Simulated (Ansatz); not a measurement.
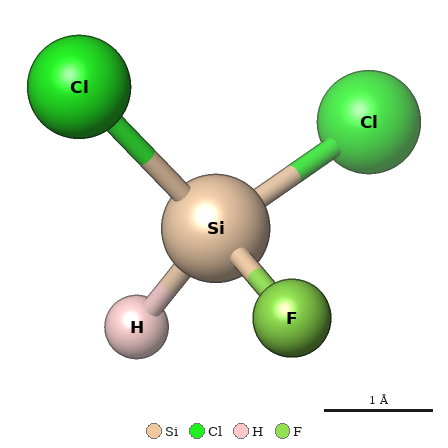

Distant atoms are faded towards the background colour. Computed geometry: PBE0-D4/def2-TZVP optimisation. Masses are those of the most abundant isotopes; constants are for the rigid equilibrium geometry.

What kind of rotor is it, and what are its rotational constants in GHz?

An asymmetric top (Cs): A = 4.85, B = 2.47, C = 1.77 GHz. Ray's parameter κ is −0.54, nearer the prolate limit.
